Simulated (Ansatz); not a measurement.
# K3SCl (antiperovskite) (Pm-3m): band gap by G0W0 on PBE

Wanted: the gap of K3SCl (antiperovskite) (Pm-3m) with a many-body correction, and the time that it takes.

Main program and level: Ansatz 0.2.0; PBE, then G0W0 on it, plane waves, PAW.

The structure was built from a prototype and need not be the compound's stable phase.

### Step 1. The structure

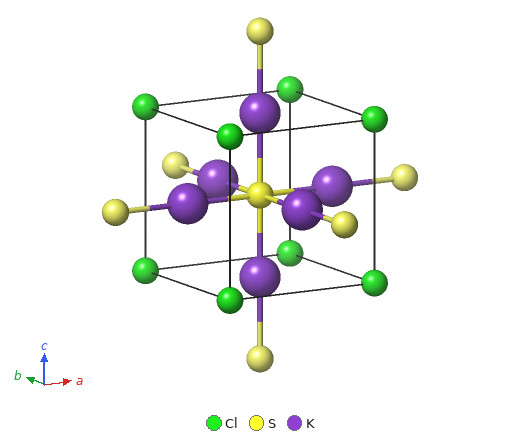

The starting structure, seen from a free direction (chlorine green, sulfur yellow, potassium purple). Some periodic images of atoms are drawn too.

As a file:

```cif
data_structure
_symmetry_space_group_name_H-M 'P 1'
_symmetry_Int_Tables_number 1
_cell_length_a 6.0647
_cell_length_b 6.0647
_cell_length_c 6.0647
_cell_angle_alpha 90.000
_cell_angle_beta 90.000
_cell_angle_gamma 90.000
_cell_volume 223.06
loop_
_atom_site_label
_atom_site_type_symbol
_atom_site_fract_x
_atom_site_fract_y
_atom_site_fract_z
_atom_site_occupancy
Cl1 Cl 0.00000 0.00000 0.00000 1
S2 S 0.50000 0.50000 0.50000 1
K3 K 0.50000 0.50000 0.00000 1
K4 K 0.50000 0.00000 0.50000 1
K5 K 0.00000 0.50000 0.50000 1
```

The start is a generated structure, not a measured one. The structure type comes from a generator and need not be one that this composition takes. The default PAW set here is soft_2. Its files were made with PBE.

### Step 2. Relaxing the structure

The structure is relaxed first.

This step: DFT, PBE, plane waves, PAW.

Contents of input.yaml:

```yaml
crystal:
  lattice:
    - [6.06465728, 0.0, 0.0]
    - [0.0, 6.06465728, 0.0]
    - [0.0, 0.0, 6.06465728]
  atoms:
    - { symbol: Cl, position: [0.0, 0.0, 0.0] }
    - { symbol: S, position: [0.5, 0.5, 0.5] }
    - { symbol: K, position: [0.5, 0.5, 0.0] }
    - { symbol: K, position: [0.5, 0.0, 0.5] }
    - { symbol: K, position: [0.0, 0.5, 0.5] }
kpoints:
  mp_grid: { grid: [4, 4, 4] }
hamiltonian:
  xc: pbe
scf:
  occupations: { method: fermi_dirac, width: 0.02 }
relax:
  f_tol: 0.01
  max_steps: 100
  cell: {}
```

The run is started by

```
> ansatz run input.yaml --threads 4 --pin off --max-ram 17510MiB --backend cpu --events-out ev --progress --plain --runs-dir out
```

Numbers of over 12 decimals in the logs are rounded to 6 here.

The log of the run:

```text
Engine: ansatz 0.2.0, aarch64-unknown-linux-gnu
Pseudopotentials: kind: paw
Pseudopotential: Cl, paw, valence charge 7, recommended cutoff 420 eV (normal), Cl.paw.azcp
Pseudopotential: S, paw, valence charge 6, recommended cutoff 420 eV (normal), S.paw.azcp
Pseudopotential: K, paw, valence charge 9, recommended cutoff 420 eV (normal), K.paw.azcp
Functional definition: PBE
  parameter kappa = 0.804
  parameter beta = 0.066725
  exchange = pbe_x(kappa = kappa, mu = beta*pi^2/3)
  correlation = pbe_c(beta = beta)
Crystal: 5 atoms, lattice volume = 223.059 Å³
Basis set: ecut = 420 eV, 4385 PW (Γ), exchange–correlation on 90×90×90 points (8 copies of the dense FFT grid, shifted against one another)
Bands: 25, of which v1, the nominal top of the filled ones, is band 20 counted from 1 (19 counted from 0)
Symmetry: 48 space group operations
Space group: Pm-3m (ITA 221), of the structure as read, at distance tolerance 6.1e-5 Å
k-points: 10 of 64
Non-local potential: Cl, projectors of the file, l = 0: 2, l = 1: 2, l = 2: 2
Non-local potential: S, projectors of the file, l = 0: 2, l = 1: 2, l = 2: 2
Non-local potential: K, projectors of the file, l = 0: 3, l = 1: 2, l = 2: 2
PAW form: soft (Blöchl's): semilocal exchange-correlation on the pseudo side does not see the compensation charge
PAW one-centre angular grid: Cl, 110 points (default); XC on 64 Gauss nodes
PAW one-centre angular grid: S, 110 points (default); XC on 64 Gauss nodes
PAW one-centre angular grid: K, 110 points (default); XC on 64 Gauss nodes
Initial density: superposition of atomic densities (neutral atoms: chi_scale 0, normalization atom), corrected by the library's trained network
Initial wavefunctions: pseudopotential atomic-orbital guess
Functional: x = pbe(κ = 0.804, μ = 0.219515), c = pbe(β = 0.066725)
SCF iter   1: F=—  HF=-6601.128840 eV  |F-HF|=—  |Δ(HF+E_count)|=         —  Δρ=1.14e-3  dr2=8.78e-3  ethr=1.77e-3  ⟨swp⟩=7.5  Hψ=1366  notcnv=0
preconditioner: auto → Resta (q_TF=auto, 2.049 Å⁻¹)  ε∞=2.2  [insulator: Δε(μ)=1.798 eV  Ē_g=13.189 eV  σ=0.020 eV  W_gap=1.00  n_scr=26 (ndim 8)  ℏωp=14.5 eV  f_vac=0.245  D(μ)=0.00/eV (n_scr^D=0)  ε∞_Penn≈2.2]
SCF iter   2: F=—  HF=-6601.126147 eV  |F-HF|=—  |Δ(HF+E_count)|=   2.69e-3  Δρ=4.41e-4  dr2=1.25e-3  ethr=2.20e-5  ⟨swp⟩=2.6  Hψ=472  notcnv=0  defer=9
SCF iter   3: F=—  HF=-6601.126197 eV  |F-HF|=—  |Δ(HF+E_count)|=   4.99e-5  Δρ=2.15e-4  dr2=3.61e-4  ethr=3.14e-6  ⟨swp⟩=2.2  Hψ=300  notcnv=0  defer=9
SCF iter   4: F=—  HF=-6601.126315 eV  |F-HF|=—  |Δ(HF+E_count)|=   1.19e-4  Δρ=7.24e-5  dr2=2.28e-5  ethr=9.01e-7  ⟨swp⟩=2.0  Hψ=339  notcnv=0  defer=9
SCF iter   5: F=—  HF=-6601.126122 eV  |F-HF|=—  |Δ(HF+E_count)|=   1.94e-4  Δρ=2.37e-5  dr2=1.75e-6  ethr=5.70e-8  ⟨swp⟩=2.0  Hψ=311  notcnv=0  defer=9
SCF iter   6: F=-6601.126124 eV  HF=-6601.126124 eV  |F-HF|=1.98e-7  |Δ(HF+E_count)|=   2.51e-6  Δρ=4.23e-6  dr2=6.24e-8  ethr=2.50e-10  ⟨swp⟩=3.0  Hψ=961  notcnv=0
SCF 1 converged in 6 iterations: F = -6601.126124 eV  dr2 = 6.24e-8
  greatest PAW one-centre occupation: 0.987 electrons in one spin orbital (limit 2), on the K atom at site 4 (counted from 0), in its partial waves of l = 0
relax step   1: F+E_penalty+E_count = -6601.12612427 eV  Δ(F+E_penalty+E_count) = +0.000e0 eV  max|allowed force component| = 2.647e-29 eV/Å  Δτ_max = 0.0000 Å  P = -0.504 GPa  Ω = 223.059 Å³  (6 SCF iters, dr2 threshold 1.00e-7 eV, accepted)
[...]
relax step   2: F+E_penalty+E_count = -6601.13446158 eV  Δ(F+E_penalty+E_count) = -8.337e-3 eV  max|allowed force component| = 3.266e-29 eV/Å  Δτ_max = 0.0000 Å  P = -0.358 GPa  Ω = 219.972 Å³  energy of the carried Pulay correction = +1.639e-5 eV  (5 SCF iters, dr2 threshold 5.00e-7 eV, accepted)
[...]
relax step   3: F+E_penalty+E_count = -6601.14213656 eV  Δ(F+E_penalty+E_count) = -7.675e-3 eV  max|allowed force component| = 1.888e-29 eV/Å  Δτ_max = 0.0000 Å  P = +0.030 GPa  Ω = 212.772 Å³  energy of the carried Pulay correction = +5.554e-5 eV  (6 SCF iters, dr2 threshold 3.20e-7 eV, accepted)
[...]
relax step   4: F+E_penalty+E_count = -6601.14208099 eV  Δ(F+E_penalty+E_count) = +5.557e-5 eV  max|allowed force component| = 3.313e-29 eV/Å  Δτ_max = 0.0000 Å  P = +0.030 GPa  Ω = 212.772 Å³  stress off target by 2.99e-2 GPa  SCF on the basis re-selected at this cell (its energy is not comparable with the rows above)  (6 SCF iters)
basis re-selected at this cell: Δ(F+E_penalty+E_count) = +5.557e-5 eV, ΔP = -0.000 GPa vs the last step (what re-selecting the basis moved, of the pressure what is left beyond the Pulay correction that the steps carried, after the strain that the cell walked since its last selection, with what the two solves' SCF thresholds leave and, on support functions, any second-order correction that the steps lacked; it is no measure of the basis error at this ecutwfc). The dense FFT grid was sized anew with the basis: this SCF ran on 40×40×40 points, the steps before it on 45×45×45, so part of this shift can come from that change (see relax.cell in the input reference). [rest of the remark cut]
SCF converged after 6 iterations
Free energy (F): -6601.142081 eV
Harris-Foulkes:  -6601.142081 eV  (|F-HF|=5.46e-12)
Internal energy: -6601.142081 eV  (E = F + TS)
E sigma→0 (E₀):  -6601.142081 eV
Fermi energy:    2.290604 eV
--- Per-component energies (eV) ---
  E_band       = -420.886268
  E_kinetic    = 1030.486437
  E_local      = -2572.428250  (includes V_loc(G=0)·N_el)
  E_nonlocal   = 94.724060
  E_hartree    = 910.124939
  E_xc         = -610.911820
  E_vxc        = -705.526584  (∫ρ·V_xc dr)
  E_paw        = -3605.078428  (= ΣΔE_a)
  E_vpaw       = -88.391859  (= ΣTr[D̂ρ^β])
  E_aug_tail   = 0.000081  (compensation charges beyond the density's cutoff)
  E_ewald      = -1848.059100
  E_smearing   = -0.000000  (= −TS)
  E_closure    = 0.000000  (closes the sum)
  Σ components = -6601.142081   (vs F -6601.142081, Δ=0.00e0)
--- Forces (eV/Å), atoms counted from 1 ---
  atom   1  Cl    -0.00000000     0.00000000    -0.00000000
  atom   2  S      0.00000000    -0.00000000     0.00000000
  atom   3  K      0.00000000     0.00000000     0.00000000
  atom   4  K      0.00000000     0.00000000     0.00000000
  atom   5  K      0.00000000     0.00000000     0.00000000
  max |Σ_I F_I| component: 1.37e-28 eV/Å
--- Stress (GPa, compression-positive) ---
        0.029853       0.000000      -0.000000
        0.000000       0.029853       0.000000
       -0.000000       0.000000       0.029853
  P = ⅓ Tr σ = 0.0299 GPa (0.299 kbar)
--- Relaxed structure (3 steps of the walk, 3 accepted, 1 SCFs on fresh bases) ---
  F+E_penalty+E_count = -6601.14208099 eV   max|allowed force component| = 3.313e-29 eV/Å   (the final SCF, on the basis selected at the relaxed cell)
  cell:  # Å, volume = 212.7721 Å³
    - [5.969962, 0, 0]
    - [0, 5.969962, 0]
    - [0, 0, 5.969962]
  atoms:
    - { symbol: Cl, position: [0, 0, 0] }
    - { symbol: S, position: [0.500000, 0.500000, 0.500000] }
    - { symbol: K, position: [0.500000, 0.500000, 0] }
    - { symbol: K, position: [0.500000, 0, 0.500000] }
    - { symbol: K, position: [0, 0.500000, 0.500000] }
```

Wall time 3.5 s (4 threads of Arm Neoverse V2, shared host); peak memory 0.5 GiB.

Relaxation path:

```
step  energy less that of the first step (eV)  largest force component (eV/Å)  pressure (GPa)  volume (Å³)
   1                                   0.0000                          0.0000           -0.50       223.06
   2                                  -0.0083                          0.0000           -0.36       219.97
   3                                  -0.0160                          0.0000            0.03       212.77
  4*                                  -0.0160                          0.0000            0.03       212.77
```

Relaxation steps marked * repeat the geometry before them on a plane-wave basis chosen anew for their cell, so energy and pressure can jump there.

The run keeps the 48 symmetry operations that it works with, so distortions that break them were not tested.

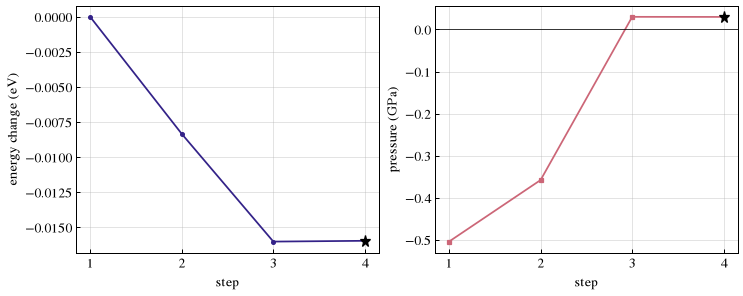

Energy and pressure along the relaxation. Stars mark steps on a basis chosen anew.

```
conventional cell, symmetrised  before  after  change
                         a (Å)   6.065  5.970  -1.6 %
                         b (Å)   6.065  5.970  -1.6 %
                         c (Å)   6.065  5.970  -1.6 %
              volume (Å³/atom)   44.61  42.55  -4.6 %
```

The relaxed structure:

```xyz
5
Lattice="5.9700 0.0000 0.0000 0.0000 5.9700 0.0000 0.0000 0.0000 5.9700" Properties=species:S:1:pos:R:3 pbc="T T T"
Cl    0.0000    0.0000    0.0000
S     2.9850    2.9850    2.9850
K     2.9850    2.9850    0.0000
K     2.9850    0.0000    2.9850
K     0.0000    2.9850    2.9850
```

### Step 3. Bands along the symmetry lines

Levels along a band path and on the mesh show where this functional puts the band edges.

Contents of input.yaml:

```yaml
crystal:
  lattice:
    - [5.9699615649, 0.0, 0.0]
    - [0.0, 5.9699615649, 0.0]
    - [0.0, 0.0, 5.9699615649]
  atoms:
    - { symbol: Cl, position: [0.0, 0.0, 0.0] }
    - { symbol: S, position: [0.5, 0.5, 0.5] }
    - { symbol: K, position: [0.5, 0.5, 0.0] }
    - { symbol: K, position: [0.5, 0.0, 0.5] }
    - { symbol: K, position: [0.0, 0.5, 0.5] }
kpoints:
  mp_grid: { grid: [4, 4, 4] }
  band_path:
    path:
      - [[0.0, 0.0, 0.0], [0.0, 0.5, 0.0], [0.5, 0.5, 0.0], [0.0, 0.0, 0.0], [0.5, 0.5, 0.5], [0.0, 0.5, 0.0]]
      - [[0.5, 0.5, 0.5], [0.5, 0.5, 0.0]]
    npoints: 10
hamiltonian:
  xc: pbe
scf:
  occupations: { method: fermi_dirac, width: 0.02 }
  n_extra_bands: 5
output:
  eigenvalues: true
  forces: true
  stress: true
  write_density: true
  write_potential: true
  elf: true
  volumetric_format: npy
```

The log of the run:

```text
[...]
Crystal: 5 atoms, lattice volume = 212.772 Å³
Basis set: ecut = 420 eV, 4139 PW (Γ), exchange–correlation on 80×80×80 points (8 copies of the dense FFT grid, shifted against one another)
Bands: 25, of which v1, the nominal top of the filled ones, is band 20 counted from 1 (19 counted from 0)
Symmetry: 48 space group operations
[...]
k-points: 10 of 64
[...]
SCF iter   1: F=—  HF=-6601.147174 eV  |F-HF|=—  |Δ(HF+E_count)|=         —  Δρ=1.40e-3  dr2=1.34e-2  ethr=1.77e-3  ⟨swp⟩=7.5  Hψ=1330  notcnv=0
[...]
SCF iter   6: F=-6601.142081 eV  HF=-6601.142081 eV  |F-HF|=2.07e-7  |Δ(HF+E_count)|=   2.22e-6  Δρ=4.66e-6  dr2=7.78e-8  ethr=2.50e-10  ⟨swp⟩=11.8  Hψ=1960  notcnv=0
SCF 1 converged in 6 iterations: F = -6601.142081 eV  dr2 = 7.78e-8
[...]
NSCF: frozen V_eff on 62 k-points
SCF converged after 6 iterations
Free energy (F): -6601.142081 eV
[...]
Internal energy: -6601.142081 eV  (E = F + TS)
E sigma→0 (E₀):  -6601.142081 eV
Fermi energy:    2.290706 eV
[...]
--- Stress (GPa, compression-positive) ---
        0.029673      -0.000000       0.000000
        0.000000       0.029673       0.000000
        0.000000       0.000000       0.029673
  P = ⅓ Tr σ = 0.0297 GPa (0.297 kbar)
--- Band table (eV; the first three rows and the last of 10) ---
  k-point 0: bands = [... 16 lower, -0.4007, 1.3585, 1.3585, 1.3585, 3.1905, 5.5009, 5.5009, 6.2718, ... 1 higher]
  k-point 1: bands = [... 16 lower, -0.4007, 0.9651, 1.3180, 1.3180, 3.6817, 5.5055, 5.8023, 6.4124, ... 1 higher]
  k-point 2: bands = [... 16 lower, -0.4007, 0.6349, 1.2789, 1.2789, 4.6153, 4.8206, 6.2930, 6.6053, ... 1 higher]
  k-point 9: bands = [... 16 lower, -0.4651, 0.5533, 0.5533, 0.5533, 6.0735, 6.2420, 6.2420, 6.2420, ... 1 higher]
```

Elapsed: 2.6 s, on 4 threads; peak memory 0.49 GiB; 9.6 s of CPU time.

Numbers from this step:

- pressure: 0.02967 GPa
- filled bands: 20
- gap: 1.832 eV
- valence top at: Γ
- conduction bottom at: Γ
- least direct gap: 1.832 eV

Over mesh and path the gap is 1.832 eV, direct, at k = Γ.

The electronic bands at the labelled points (eV, zero at the top of the highest nominally filled band):

```
    point  band 17  band 18  band 19  band 20  band 21  band 22  band 23  band 24
        Γ    -1.76     0.00     0.00     0.00     1.83     4.14     4.14     4.91
        X    -1.76    -0.72    -0.08    -0.08     3.26     3.46     4.93     5.25
        M    -1.76    -0.69    -0.69    -0.13     3.87     4.42     4.54     4.54
        Γ    -1.76     0.00     0.00     0.00     1.83     4.14     4.14     4.91
        R    -1.82    -0.81    -0.81    -0.81     4.71     4.88     4.88     4.88
        X    -1.76    -0.72    -0.08    -0.08     3.26     3.46     4.93     5.25
jump to R    -1.82    -0.81    -0.81    -0.81     4.71     4.88     4.88     4.88
        M    -1.76    -0.69    -0.69    -0.13     3.87     4.42     4.54     4.54
```

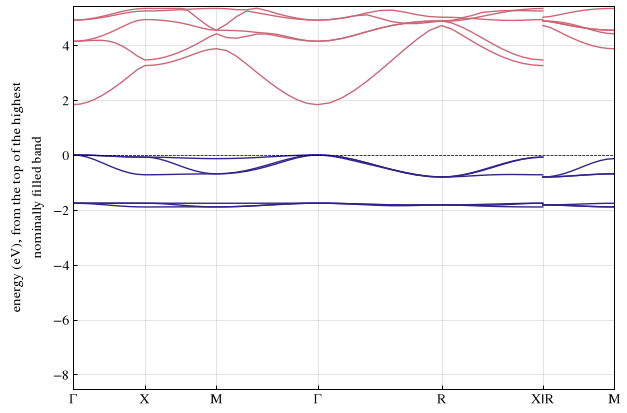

Electronic bands along the path; lines of filled and empty bands in two colours.

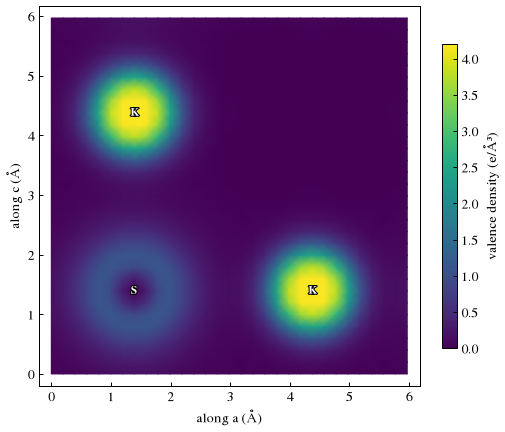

Valence density in the ac plane at fractional y = 0.500, with atoms of S and K within 0.2 Å of it. It is the smooth field of the valence electrons, not physical close to the nuclei. The map starts off the cell's origin, so that atoms lie inside it.

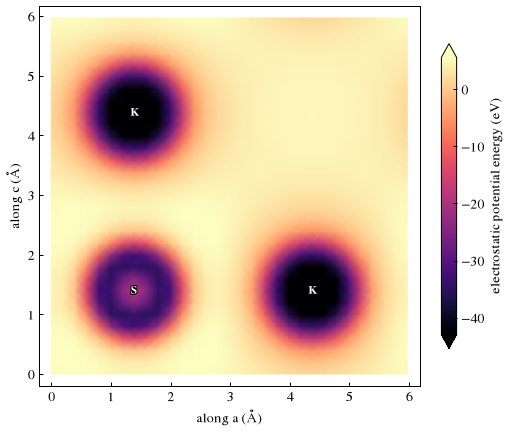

Electrostatic potential energy in the ac plane at fractional y = 0.500, with atoms of S and K within 0.2 Å of it. With pseudopotentials it is smooth inside the atoms' cores, unlike the true potential. The map starts off the cell's origin, so that atoms lie inside it.

(Continued in part 2 of 2.)

[Paths, hosts, dates, memory and timing lines, banners, echoed tables and standing remarks are left out of the program output.]

[Logs are printed without paths, hosts, clocks, repeated set-up lines and the standing remarks that a program may print on its own settings, such as how far it seeks lower states.]

[Runs of the session that timed out or met a known fault of the program may be left out.]

[Cells called generated may have been cut or substituted from an entry of the Crystallography Open Database or the Materials Project.]

[Hosts, paths, dates, database ids (printed as entryN), source tags and the programs' standing remarks are cut or masked in the printed files.]

[Where an RPA ε∞ is given, it is that of the G0W0 mesh and is not shown converged in it. Names of k-points follow the symmetry that the program found, which can be lower than the space group named. Band edges on a path are those of the sampled points; other points can move an edge, and change direct to indirect where valleys lie close.]

[Hybrid gaps are those of their k-mesh and are not shown converged in it.]
